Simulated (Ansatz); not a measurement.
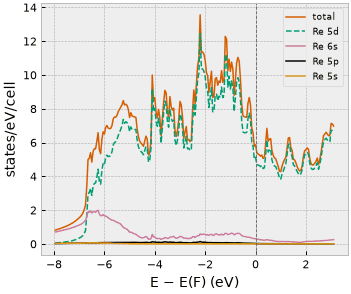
Total and projected density of states of Re in space group P-6m2 (No. 187; Pearson symbol hP8), PBEsol in the plane-wave PAW code Ansatz

Q: Which orbitals carry the states next to the Fermi level?

A: Within 0.5 eV of the Fermi level: Re 5d 88 %, outside the projected shells 6 %. Projections are on Löwdin-orthogonalised atomic valence shells; empty p or d shells of many metals are not among them.

Q: Where is the tallest occupied peak in this window, and what makes it?

A: Near -2.2 eV, about 14 states/eV per cell; the largest projected share is Re 5d.

The start of the workflow was typed in or built on a structure type; neither database checked (COD, Materials Project) lists it. It is not the phase usual at ambient conditions (space group No. 194). Symmetry was held in the PBEsol relaxation; whether a distortion lowers the energy is not shown. No spin polarisation was allowed. Spin–orbit coupling is left out wherever it is not named.

Potentials: the earlier of the program's two PAW sets. The files were generated under PBE; for other functionals the program regenerates the frozen cores, and for LDA and PBEsol the local potential too.
